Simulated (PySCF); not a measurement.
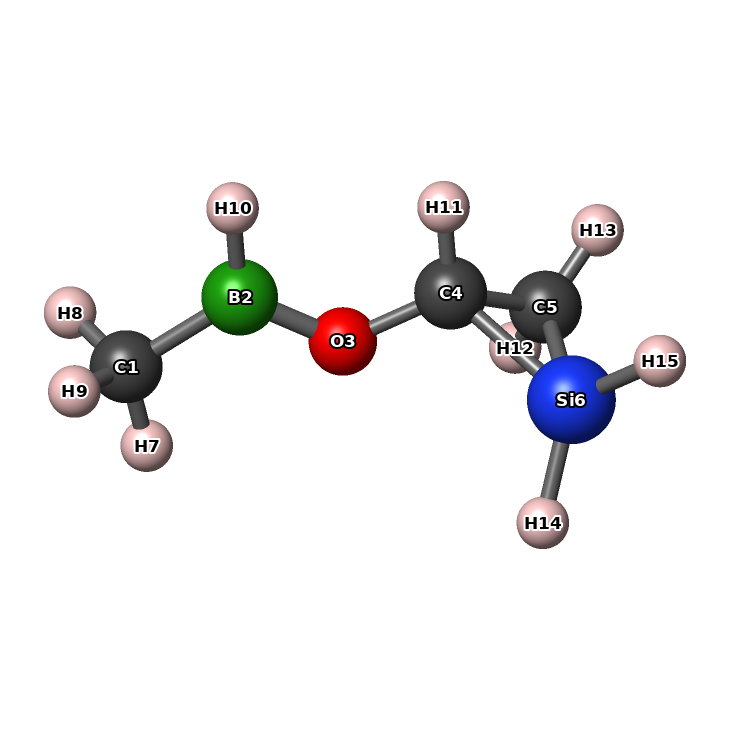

The thickness of each stick grows with its Mayer bond order. Computed geometry: GFN2-xTB optimisation. No frequency run is at hand to confirm it as a minimum. Computed with PBE0/pcSseg-1 (PySCF 2.14.0).

List the Mayer bond orders of C1–B2, B2–O3, O3–C4, C4–C5, C4–Si6, C5–Si6 (bonds between heavy atoms, one of each equivalent set).

```json
{"bond": "C1–B2", "Mayer order": "1.03", "length (Å)": "1.587"}
{"bond": "B2–O3", "Mayer order": "1.26", "length (Å)": "1.326"}
{"bond": "O3–C4", "Mayer order": "0.86", "length (Å)": "1.394"}
{"bond": "C4–C5", "Mayer order": "0.88", "length (Å)": "1.533"}
{"bond": "C4–Si6", "Mayer order": "0.92", "length (Å)": "1.899"}
{"bond": "C5–Si6", "Mayer order": "0.96", "length (Å)": "1.882"}
```

The geometry is semi-empirical. Around B, Si such bond lengths and angles can be off by a tenth of an ångström or more and by several degrees, and values that hang on the shape move with them.
